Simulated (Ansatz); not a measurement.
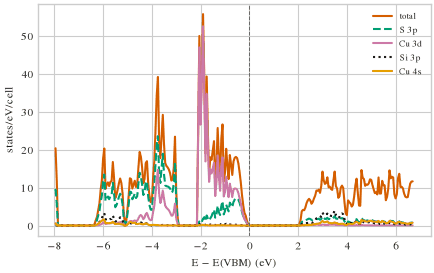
*Total and projected density of states of MgCu2SiS4 in space group Pmn2_1 (No. 31; Pearson symbol oP16), the program Ansatz at the PBEsol level (PAW)*

Which orbitals carry the states next to the gap?

Top 1 eV of the valence band: Cu 3d 56 %, S 3p 36 %. Bottom 1 eV of the conduction band: S 3p 25 %, Si 3s 17 %, Si 3p 12 %, S 3s 8 %, outside the projected shells 28 %. Projections are on Löwdin-orthogonalised atomic valence shells; empty p or d shells of many metals are not among them.

Where is the tallest occupied peak in this window, and what makes it?

Near -1.9 eV, about 56 states/eV per cell; the largest projected share is Cu 3d.

The first step of the workflow began from a Materials Project structure, measured or hypothetical; the Crystallography Open Database files this formula in space group No. 31, but the cells were not matched. Whether it is the stable phase at ambient conditions was not checked. The cell was relaxed with PBEsol under the symmetry of its start; its stability against distortions is not shown here. The run is not spin-polarised.

Potentials: the later of the program's two PAW sets.
